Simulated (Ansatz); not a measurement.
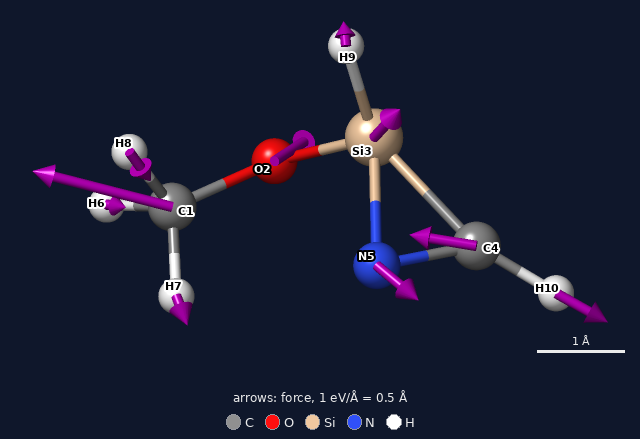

Starting geometry of C2H5NOSi (coarse preliminary run) with the computed forces as purple arrows. The picture is a ball-and-stick view, seen at a tilt.

The start comes from a force field.

Theory: RKS PBE-D4/def2-SVP (Ansatz 0.2.0). Set-up: force threshold 0.03 eV/Å; at most 200 steps.

**What follows when this structure is relaxed?**

It isn't relaxed: the largest force vector, on C1, is 3.36 eV/Å. The final displacements have little in common with the starting forces (cosine between the two patterns 0.05). H7 moves most after the best rigid fit: 0.76 Å. By element the largest moves are H 0.76 Å, N 0.71 Å, O 0.57 Å, Si 0.50 Å, C 0.30 Å. Near-neighbour distances that change, for instance: C1–O2 1.363 → 1.420 Å, C1–H8 1.157 → 1.114 Å, C4–H10 1.071 → 1.113 Å, O2–Si3 1.627 → 1.666 Å. Among the angles between lasting bonds that change: N5–Si3–H9 101.9° → 117.2°, O2–Si3–N5 105.9° → 119.6°, C4–Si3–H9 116.5° → 125.6°. Over 14 accepted moves (16 points after the start) the energy falls by 0.471 eV. The largest force component goes from 2.3 to 0.02 eV/Å. The line search rejected the trial steps at points 10, 13 of the run. The forces were under the threshold at step 12, but the run went on from there.
